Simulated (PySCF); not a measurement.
# C₃H₅FSSi: electronic excitations and core binding energies

Wanted: the electronic excitations and core binding energies of C₃H₅FSSi (`F[Si@H]1C=CSC1`), by calculation.

Computed with PySCF 2.14.0, with density-fitted response routines of our own, on a single molecule in the gas phase. Atoms count from 0, in the outputs and in this text.

**1. The starting structure**

11 atoms, charge 0, multiplicity 1; geometry from: GFN2-xTB.

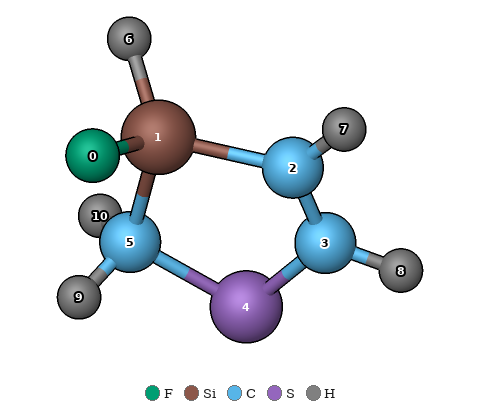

The starting geometry (fluorine teal, silicon brown, carbon blue, sulfur purple, hydrogen grey), atoms numbered.

**2. TDDFT and polarisability: PBE0/def2-SVPD**

What the job is given:

```
{"job": {"kind": "uv", "xc": "PBE0", "basis": "def2-SVPD", "nstates": 8, "ntriplets": 3}, "charge": 0, "multiplicity": 1}
F     -1.827958    -1.465327    -0.725070
Si    -0.759902    -0.841589     0.317058
C      1.000453    -0.908681    -0.283480
C      1.570016     0.286640    -0.477218
S      0.703873     1.764514    -0.201849
C     -0.914466     1.060467     0.267605
H     -1.108185    -1.437486     1.595040
H      1.570210    -1.805858    -0.460043
H      2.582800     0.444490    -0.812903
H     -1.635761     1.404479    -0.470603
H     -1.175655     1.501022     1.225498
```

Method: TDDFT PBE0/def2-SVPD, vertical, gas phase, core orbitals frozen in the response.

Launch:

```console
$ OMP_NUM_THREADS=1 python probes_run.py task.json out
```

This one command runs all jobs of the session in turn.

**Question.** This job is followed by: delta-SCF UKS SCAN, pcX-2 on the ionised atom, pcseg-1 elsewhere, spin-free X2C. Predict these results of the whole session: lowest singlet (PBE0/def2-SVPD); lowest triplet; C1s binding energies, SCAN/pcX-2 (standing for 2 of 3 atoms); F1s binding energies, SCAN/pcX-2; Si1s binding energies, SCAN/pcX-2; Si2p binding energies, SCAN/pcX-2; S1s binding energies, SCAN/pcX-2; S2p binding energies, SCAN/pcX-2.

The runs gave:

| quantity | value |
| --- | --- |
| lowest singlet (PBE0/def2-SVPD) | 4.74 eV (261 nm), f = 0.103 |
| lowest triplet | 3.43 eV |
| C1s binding energies, SCAN/pcX-2 (standing for 2 of 3 atoms) | C5 291.02, C2 289.71 eV |
| F1s binding energies, SCAN/pcX-2 | F0 692.07 eV |
| Si1s binding energies, SCAN/pcX-2 | Si1 1847.64 eV |
| Si2p binding energies, SCAN/pcX-2 | Si1 107.91 eV |
| S1s binding energies, SCAN/pcX-2 | S4 2477.39 eV |
| S2p binding energies, SCAN/pcX-2 | S4 169.95 eV |

**Reading.** The first singlet state (HOMO→LUMO 0.93) lies at 4.74 eV and is bright. The lowest triplet lies 1.31 eV below the lowest singlet (triplets in Tamm-Dancoff, singlets in full TDDFT). The C1s levels kept as sound span 1.32 eV, from C2 (alkene CH) up to C5 (sp3 CH2 bonded to S and Si). Only 2 of the 3 C atoms are covered by sound results.
